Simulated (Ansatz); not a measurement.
Frequency calculation, with input and output: Si2H6ClF

System: Si2H6ClF.
Method: RKS LDA/def2-SVP (Ansatz 0.2.0).

It belongs to a series of runs on one base structure; here: vibrations at the highest image of the band. Figures and captions count atoms from 1; the log counts them from 0 in places.

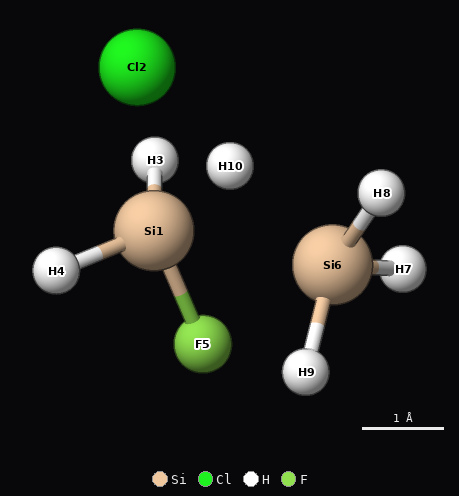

Fig. 1: The structure (ball-and-stick view, seen at a tilt; atoms are numbered from 1 in the order of the input). Bond lengths as drawn: F–Si 1.67 Å and H–Si 1.49 to 1.51 Å.

The input
```yaml
crystal:
  periodic: [false, false, false]
  atoms:
    - { symbol: Si, position_ang: [-0.200778, 0.129356, 0.066151] }
    - { symbol: Cl, position_ang: [0.514721, 0.550094, 2.363485] }
    - { symbol: H, position_ang: [0.727268, -1.036905, 0.067463] }
    - { symbol: H, position_ang: [0.176325, 1.539515, -0.235363] }
    - { symbol: F, position_ang: [-1.163204, -0.2343, -1.243889] }
    - { symbol: Si, position_ang: [-2.559317, -0.242717, 0.9673] }
    - { symbol: H, position_ang: [-2.769834, -1.634969, 0.457925] }
    - { symbol: H, position_ang: [-2.953362, -0.147314, 2.419728] }
    - { symbol: H, position_ang: [-3.246833, 0.822644, 0.170241] }
    - { symbol: H, position_ang: [-0.952588, 0.148596, 1.61796] }
basis:
  gaussian: { orbitals: def2-SVP }
hamiltonian:
  xc: lda
phonons: {}
```

Machine: 2 threads of Arm Neoverse V1, 24 GiB of memory available, shared host.

Run as:
```bash
ansatz run input.yaml --threads 2 --pin off --max-ram 3072MiB --backend cpu --events-out ev --progress --plain --runs-dir out
```

What the program printed
```
Engine: ansatz 0.2.0, aarch64-unknown-linux-gnu
Functional definition: SPW92
  exchange = slater_x
  correlation = pw_c
1083 factors; their error is unknown
mean field evaluation 1: about -30957.1295 eV, gradient 3.0e1 eV
mean field evaluation 2: about -30953.1051 eV, gradient 6.1e1 eV
mean field evaluation 4: about -30958.8566 eV, gradient 3.2e0 eV
mean field evaluation 8: about -30958.8878 eV, gradient 5.8e-2 eV
mean field evaluation 16: about -30958.7996 eV, gradient 3.3e-5 eV
mean field -30958.79961723 eV, -1137.7149013051 hartree, gradient 3.3e-5 eV, S^2 0.000000; 0 other end points of the search recorded, 0 dependent functions left out
the calculation of the forces begins
reference -30958.79964948 eV, -1137.7149024902 hartree; 30, 30 occupied and 68, 68 virtual orbitals, 1083 factors
these checks for a lower state are left out or cut short: stability, starts, cluster_reference, orbital_swaps, neighbouring_geometries, increment
1083 factors; their error is unknown
mean field -30958.79951291 eV, -1137.7148974713 hartree, gradient 2.6e-6 eV, S^2 0.000000; 0 other end points of the search recorded, 0 dependent functions left out
[... from here on the field's lines of each further geometry are left out, up to the last ...]
the calculation of the forces begins
reference -30958.79962954 eV, -1137.7149017575 hartree; 30, 30 occupied and 68, 68 virtual orbitals, 1083 factors
these checks for a lower state are left out or cut short: stability, starts, cluster_reference, orbital_swaps, neighbouring_geometries, increment
1083 factors; their error is unknown
mean field -30958.79961454 eV, -1137.7149012063 hartree, gradient 9.3e-7 eV, S^2 0.000000; 0 other end points of the search recorded, 0 dependent functions left out
the calculation of the forces begins
reference -30958.79964679 eV, -1137.7149023914 hartree; 30, 30 occupied and 68, 68 virtual orbitals, 1083 factors
WARN: phonons: modes at or below zero, which the zero-point energy, F, S and C_V leave out: 1, the lowest at -564.45 cm⁻¹. A minimum has none, and a first-order saddle one
Total energy: -30958.79964948 eV, -1137.7149024902 hartree
Atom 0 at    -0.200778     0.129356     0.066151 Å, force    -0.010934    -0.011583    -0.046748 eV/Å
Atom 1 at     0.514721     0.550094     2.363485 Å, force     0.007682     0.003654     0.018210 eV/Å
Atom 2 at     0.727268    -1.036905     0.067463 Å, force     0.000437     0.001725     0.003950 eV/Å
Atom 3 at     0.176325     1.539515    -0.235363 Å, force    -0.000871    -0.003059     0.000134 eV/Å
Atom 4 at    -1.163204    -0.234300    -1.243889 Å, force     0.013769     0.010627     0.019740 eV/Å
Atom 5 at    -2.559317    -0.242717     0.967300 Å, force     0.003456     0.004307     0.015973 eV/Å
Atom 6 at    -2.769834    -1.634969     0.457925 Å, force     0.000227    -0.002374    -0.001100 eV/Å
Atom 7 at    -2.953362    -0.147314     2.419728 Å, force     0.001742    -0.000879    -0.005647 eV/Å
Atom 8 at    -3.246833     0.822644     0.170241 Å, force    -0.000771    -0.000212    -0.001043 eV/Å
Atom 9 at    -0.952588     0.148596     1.617960 Å, force    -0.014737    -0.002206    -0.003470 eV/Å
Dipole moment:    -0.294866    -0.072121    -0.104148 e Å
Vibrations: -564.45 101.50 154.00 188.70 228.79 313.42 326.66 481.37 488.80 555.71 723.00 732.52 786.32 809.69 837.38 859.00 891.69 952.14 1453.89 2152.87 2197.99 2209.14 2222.05 2252.41 cm⁻¹, zero-point energy 1.358808 eV
```

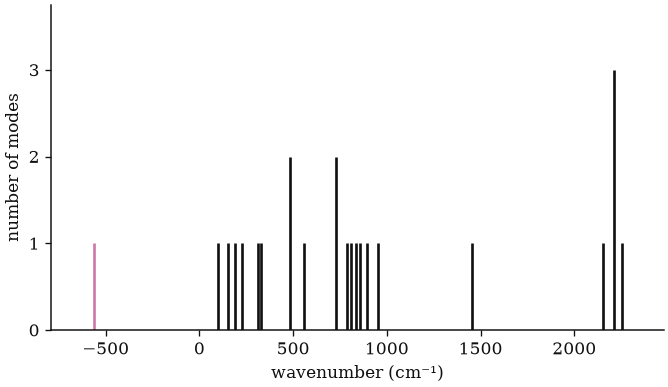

Fig. 2: Harmonic vibrational wavenumbers from the force constants; neighbouring modes closer than 13 cm⁻¹ are counted in one stick, and imaginary ones are drawn at negative wavenumbers. 24 modes from 564i to 2252 cm⁻¹, 1 imaginary beyond 8i (564i cm⁻¹): a first-order saddle point, if the geometry is stationary.

Results in brief

```json
{"quantity": "outcome", "value": "converged"}
{"quantity": "total energy", "value": "−30958.7996 eV"}
{"quantity": "mean-field energy", "value": "−30958.7996 eV"}
{"quantity": "largest force (length of the vector)", "value": "0.049 eV/Å"}
{"quantity": "wall time", "value": "45 s (CPU time 87 s)"}
{"quantity": "peak memory", "value": "0.13 GiB"}
```
